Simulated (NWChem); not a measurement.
**SiCl2 (SMILES Cl[Si]Cl) at 6 levels**

Wanted: a comparison of 6 runs (HF/def2-SVP, B3LYP/6-31G*, PBE/def2-SVP, B2PLYP/6-311G**, M06-2X/pcseg-2) of SiCl2. 

The results are computed with NWChem 7.3.0.

## 1. The system as given

The species is SiCl2 (3 atoms), meant as a singlet with charge 0. SMILES: `Cl[Si]Cl`. The coordinates come from a PBE0-D4/def2-TZVP relaxation.

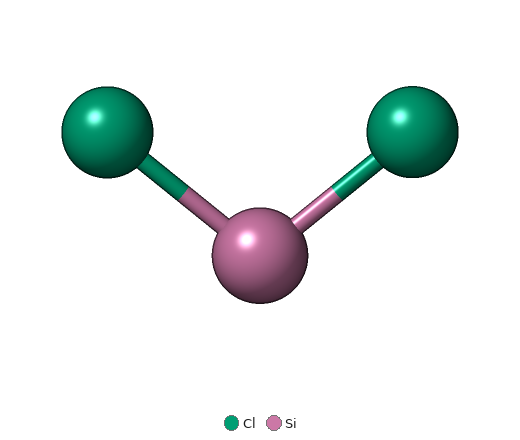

The structure, seen from a chosen angle (chlorine teal, silicon pink).

## 2. Energy and gradient at HF/def2-SVP (run 1)

The input, input.nw:

```
start input
title "Cl2Si"
memory total 2200 mb

geometry noautosym nocenter noautoz
 Cl    0.293800    1.603800    0.338000
 Si   -0.770100   -0.010400   -0.422000
 Cl    0.476300   -1.593400    0.084000
end

basis spherical bse
 * library def2-SVP
end

scf
 thresh 1e-08
 maxiter 80
end

task scf gradient
```

The run is started by

```bash
$ nwchem input.nw > input.out
```

Standard output:

```text
[...]
  functions       =    54
[...]
  wavefunction    = RHF
[...]
         Total SCF energy =  -1207.613290442348
      One-electron energy =  -2007.534179913409
      Two-electron energy =    631.058870895479
 Nuclear repulsion energy =    168.862018575582
        Time for solution =      1.5s
[...]
                         RHF ENERGY GRADIENTS
    atom               coordinates                        gradient
                 x          y          z           x          y          z
   1 Cl      0.555201   3.030743   0.638727   -0.001926  -0.003290  -0.001417
   2 Si     -1.455278  -0.019653  -0.797464    0.004211   0.000075   0.002310
   3 Cl      0.900076  -3.011089   0.158737   -0.002285   0.003215  -0.000893
[...]
```

It took 2.9 s on 1 thread of AMD EPYC 9R14 (Zen 4), shared host; peak memory 0.1 GiB.

## 3. Energy and forces at B3LYP/6-31G(d) (spherical functions) (run 2)

The input, cl2si.xyz:

```xyz
3
Cl2Si B3LYP
Cl     0.293800     1.603800     0.338000
Si    -0.770100    -0.010400    -0.422000
Cl     0.476300    -1.593400     0.084000
```

The input, cl2si.nw:

```
start cl2si
title "Cl2Si B3LYP"
memory 2200 mb
charge 0
geometry units angstrom noautosym nocenter noautoz
   load cl2si.xyz
end
basis spherical bse
   * library 6-31G*
end
dft
   xc b3lyp
   mult 1
   grid xfine
   convergence energy 1e-08
   maxiter 100
   mulliken
   print low
end
task dft gradient
```

The run is started by

```bash
$ nwchem cl2si.nw > cl2si.out
```

Standard output:

```text
[...]
 d= 0,ls=0.0,diis     1  -1209.8876301414 -1.38D+03  2.37D-02  3.66D-01     0.9
[...]
 d= 0,ls=0.0,diis     8  -1209.9413238785 -7.81D-10  4.60D-07  5.21D-10     5.0
         Total DFT energy =    -1209.941323878537
      One electron energy =    -2008.386880965983
           Coulomb energy =      707.073229438566
    Exchange-Corr. energy =      -77.489690926703
 Nuclear repulsion energy =      168.862018575583
[...]
      Total Density - Mulliken Population Analysis
     ---------------------------------------------
    Atom       Charge   Shell Charges
 -----------   ------   -------------------------------------------------------
    1 Cl  17    17.23   2.00  2.00  5.97  1.41  3.63  0.54  1.66  0.02
    2 Si  14    13.54   2.00  2.00  5.96  1.33  1.28  0.60  0.22  0.15
    3 Cl  17    17.23   2.00  2.00  5.97  1.41  3.63  0.54  1.66  0.02
[...]
                         DFT ENERGY GRADIENTS
    atom               coordinates                        gradient
                 x          y          z           x          y          z
   1 Cl      0.555201   3.030743   0.638727   -0.004311  -0.008962  -0.003347
   2 Si     -1.455278  -0.019653  -0.797464    0.009624   0.000146   0.005276
   3 Cl      0.900076  -3.011089   0.158737   -0.005314   0.008816  -0.001928
 Task  times  cpu:        6.9s     wall:        6.9s
 Total times  cpu:        6.9s     wall:        6.9s
```

It took 7.8 s on 1 thread of AMD EPYC 9R14 (Zen 4), shared host; peak memory 0.12 GiB.

Runs 3 to 4 aren't shown in full; the table further down has their settings and results.

## 4. The energy at B2PLYP/6-311G(d,p) (run 5)

The input, cl2si.nw:

```
START cl2si
TITLE "Cl2Si B2PLYP"
memory total 2200 mb

GEOMETRY units angstrom noautosym nocenter noautoz
   Cl       0.293800       1.603800       0.338000
   Si      -0.770100      -0.010400      -0.422000
   Cl       0.476300      -1.593400       0.084000
END

BASIS spherical bse
   * library 6-311G**
END

DFT
   xc hfexch 0.53 becke88 0.47 lyp 0.73 mp2 0.27
   dftmp2 semidirect
   grid xfine
   convergence energy 1e-08
   maxiter 100
   mulliken
   print low
END

MP2
   freeze core 15
END

TASK dft energy
```

The run is started by

```bash
$ nwchem cl2si.nw > cl2si.out
```

Standard output:

```text
[...]
 d= 0,ls=0.0,diis     1  -1209.3915942302 -1.38D+03  1.17D-02  7.49D-01     0.9
[...]
 d= 0,ls=0.0,diis     8  -1209.4412667255 -5.59D-09  1.04D-06  7.61D-09     5.1
         Total DFT energy =    -1209.441266725453
      One electron energy =    -2008.037072032452
           Coulomb energy =      706.624533141512
    Exchange-Corr. energy =      -76.890746410095
 Nuclear repulsion energy =      168.862018575582
[...]
      Total Density - Mulliken Population Analysis
     ---------------------------------------------
    Atom       Charge   Shell Charges
 -----------   ------   -------------------------------------------------------
    1 Cl  17    17.31   0.78  1.19  0.90  1.09  1.01  1.01  7.42 -1.51  1.04  3.08  1.30  0.02
    2 Si  14    13.37   0.79  1.18  0.97  1.02  1.09  0.81  1.95  3.92  0.46  0.97  0.05  0.16
    3 Cl  17    17.31   0.78  1.19  0.90  1.09  1.01  1.01  7.42 -1.51  1.04  3.08  1.30  0.02
[...]
  Basis functions       =     78
[...]
```

It took 6.9 s on 1 thread of AMD EPYC 9R14 (Zen 4), shared host; peak memory 0.17 GiB.

## 5. Energy and forces at M06-2X/pcseg-2 (run 6)

The input, cl2si.nw:

```
start cl2si
memory stack 880 mb heap 220 mb global 1100 mb

geometry units angstrom noautosym nocenter noautoz
   Cl       0.293800       1.603800       0.338000
   Si      -0.770100      -0.010400      -0.422000
   Cl       0.476300      -1.593400       0.084000
end

basis spherical bse
   * library pcseg-2
end

dft
   xc m06-2x
   mult 1
   grid fine
   convergence energy 1e-08
   iterations 100
   mulliken
end

task dft gradient
```

The run is started by

```bash
$ nwchem cl2si.nw > cl2si.out
```

Standard output:

```text
[...]
          Wavefunction type:  closed shell.
          No. of atoms     :     3
          No. of electrons :    48
[...]
          Charge           :     0
          Spin multiplicity:     1
[...]
          AO basis - number of functions:   102
[...]
              XC Information
              --------------
                       M06-2X Method XC Functional
                     Hartree-Fock (Exact) Exchange  0.540
                        M06-2X Exchange Functional  1.000
                      M06-2X Correlation Potential  1.000
[...]
 d= 0,ls=0.0,diis     1  -1209.9205814977 -1.38D+03  8.67D-03  1.12D+00     1.9
[...]
 d= 0,ls=0.0,diis     9  -1209.9686250194 -6.91D-09  1.04D-06  4.24D-09    13.3
         Total DFT energy =    -1209.968625019382
      One electron energy =    -2008.967860234458
           Coulomb energy =      707.568741012225
    Exchange-Corr. energy =      -77.431524372731
 Nuclear repulsion energy =      168.862018575582
[...]
      Total Density - Mulliken Population Analysis
     ---------------------------------------------
    Atom       Charge   Shell Charges
 -----------   ------   -------------------------------------------------------
    1 Cl  17    17.29   2.01  0.36  1.61  1.06  0.91  5.92  1.06  2.98  1.37  0.00  0.02  0.00
    2 Si  14    13.42   2.01  0.46  1.52  1.10  0.78  5.91  0.42  0.95  0.09  0.01  0.18  0.02
    3 Cl  17    17.29   2.01  0.36  1.61  1.06  0.91  5.92  1.06  2.98  1.37  0.00  0.02  0.00
[...]
  wavefunction    = closed shell
                         DFT ENERGY GRADIENTS
    atom               coordinates                        gradient
                 x          y          z           x          y          z
   1 Cl      0.555201   3.030743   0.638727   -0.000130   0.000382  -0.000029
   2 Si     -1.455278  -0.019653  -0.797464    0.000204   0.000018   0.000114
   3 Cl      0.900076  -3.011089   0.158737   -0.000074  -0.000400  -0.000085
[...]
```

It took 20 s on 1 thread of AMD EPYC 9R14 (Zen 4), shared host; peak memory 0.13 GiB.

## 6. All runs side by side

```
run                               level  iteration cap  module   energy (Eh)  dipole moment (D)  largest force (eV/Å)  wall time
  1                         HF/def2-SVP             80     scf  -1207.613290               1.19                 0.247      2.9 s
  2  B3LYP/6-31G* (spherical functions)            100     dft  -1209.941324                  –                 0.564      7.8 s
  3                        PBE/def2-SVP            100     dft  -1209.050961               0.63                 0.666      5.4 s
  4  B3LYP/6-31G* (Cartesian functions)            100     dft  -1209.949731               1.20                 0.582      8.4 s
  5                     B2PLYP/6-311G**            100     dft  -1209.556762                  –                     –      6.9 s
  6                      M06-2X/pcseg-2            100     dft  -1209.968625               1.34                 0.021       20 s
```

## 7. Summary of results

| quantity | value |
| --- | --- |
| run 6: total energy | -1209.96863 Eh |
| run 6: dipole moment | 1.34 D |
| run 6: HOMO energy | -8.88 eV |
| run 6: LUMO energy | -2.16 eV |
| run 6: HOMO–LUMO gap | 6.72 eV |
| run 6: largest force on an atom | 0.021 eV/Å |

In words: Over runs 1, 3, 4, 6 the dipole moment (its size) runs from 0.63 D (PBE/def2-SVP) to 1.34 D (M06-2X/pcseg-2). The two ends differ in method and basis. Over runs 1, 4, 6 the HOMO–LUMO gap runs from 4.50 eV (B3LYP/6-31G*) to 10.52 eV (HF/def2-SVP). Totals of different functionals can't be ranked against each other. All runs together took 52 s, the longest 20 s.
